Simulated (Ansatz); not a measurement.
C₂H₄ClFSi

```xyz
9

C    -0.1922   -0.0534   -1.1085
C    -0.2872    0.9739   -1.9609
Cl    0.2323   -3.1953   -1.5794
F     1.9440   -0.9925   -2.6545
Si    1.1045   -1.3508   -1.3142
H    -0.9021   -0.1285   -0.2752
H    -1.0541    1.7485   -1.8531
H     0.3995    1.0794   -2.8076
H     2.0657   -1.4648   -0.1919
```

Geometry: PBE0-D3(BJ)/def2-SVP.

The calculation used isolated molecule in a Gaussian basis; Kohn-Sham density functional theory, functional PBE0 in Ansatz.

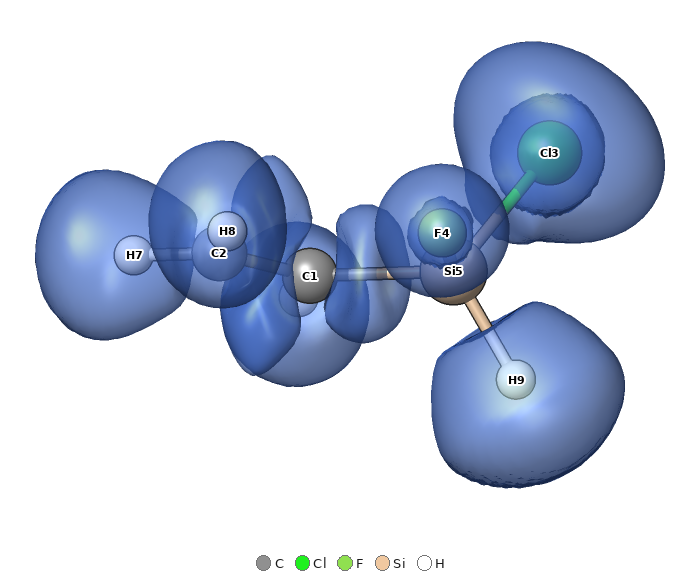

Figure 1. Isosurface of the ELF at 0.75 (blue), seen from one side. Only the valence region is drawn (cores and ρ < 0.01 e/Å³ removed).

### What do the ELF domains correspond to?

At this value the surface marks out one region between bonded C–C atoms (shared pairs), one region between bonded C–Si atoms (shared pairs), four regions around hydrogen nuclei, one region on Cl in which the atom's valence shell and bonds are merged and one region wrapped around F (its lone pairs, merged into a ring or cap).


C–C (1.34 Å): the ELF peaks at about 0.90 between the atoms: a multiple bond. Si–F (1.62 Å): the ELF peaks at about 0.85 in the valence shell of F, 0.6 Å from its nucleus, and is about 0.50 at the midpoint.

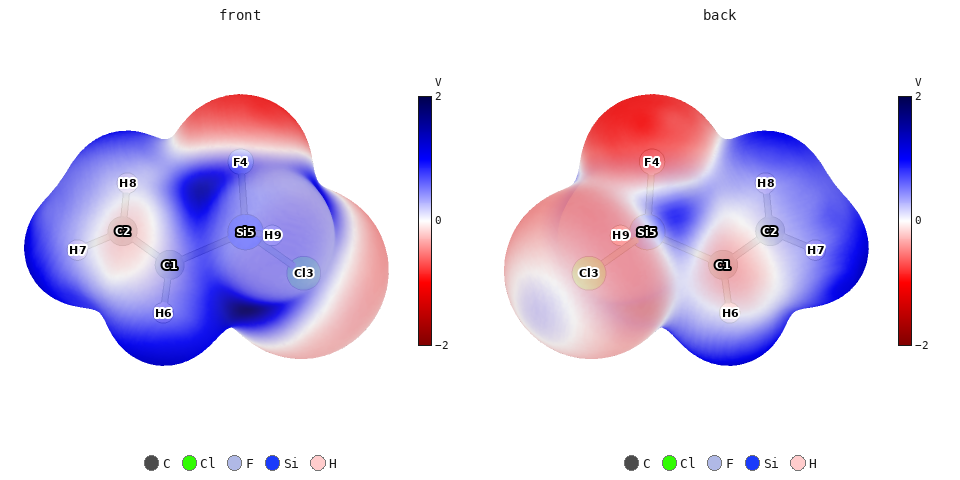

Figure 2. The molecular electrostatic potential painted on the density surface at 0.002 e/bohr³, seen from the front and from behind; the colour scale runs from red (negative) to blue (positive).

### Describe the electrostatic potential map.

The most negative region (about −0.9 V, or −21 kcal/mol for a unit charge) lies over F4, the most positive (about +1.6 V, or +37 kcal/mol for a unit charge) over Si5. Cl3 shows a σ-hole: about +0.2 V at the tip opposite its bond, against about −0.3 V, or −7 kcal/mol for a unit charge on its flanks.

### How polar is the molecule by this calculation?

Its dipole moment is 2.17 D.

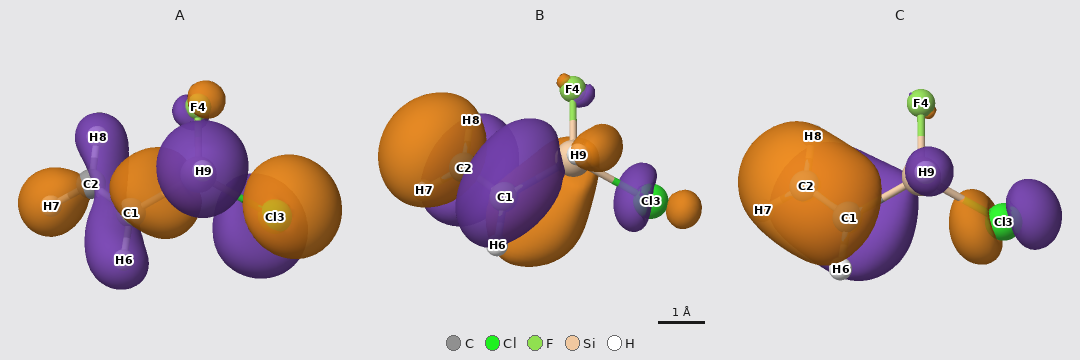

Figure 3. Three frontier orbitals at ±0.08 Å⁻³ᐟ² (orange and purple are the two phases), in no order.

### Which picture is the HOMO−1, the HOMO and the LUMO?

A is the HOMO−1 (−8.99 eV). Its weight (Hirshfeld) is mainly on Cl3 (about 40 %), C1 (about 15 %), Si5 (about 15 %) and H9 (about 10 %). C is the HOMO (−8.55 eV). Its weight (Hirshfeld) is mainly on C1 (about 40 %), C2 (about 40 %) and Cl3 (about 5 %); π-bonding across C1–C2. B is the LUMO (−1.15 eV). Its weight (Hirshfeld) is mainly on C2 (about 35 %), C1 (about 25 %) and Si5 (about 15 %); π-antibonding (π*) across C2–C1.

### What is the HOMO–LUMO gap?

7.40 eV between the orbital energies.
